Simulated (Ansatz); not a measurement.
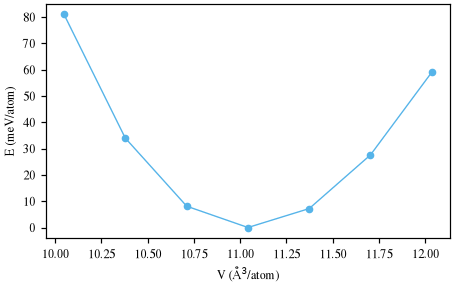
Figure. HfO2 (fluorite, Fm-3m) under volume change, plane-wave PAW PBE (Ansatz code), scaled uniformly.

Problem. What does a third-order Birch–Murnaghan fit give for V₀, B₀ and B′?

Solution. V₀ = 11.04 Å³/atom, B₀ = 246 GPa, B′ = 4.2.

This is a known high-temperature phase of the composition, computed here at zero pressure and temperature. The cell was relaxed with PBE under the symmetry of its start; whether a distortion lowers the energy is not shown. The run is not spin-polarised. Scalar-relativistic: spin–orbit coupling is off unless named, which matters more the heavier the elements.

Potentials: the earlier of the program's two PAW sets.
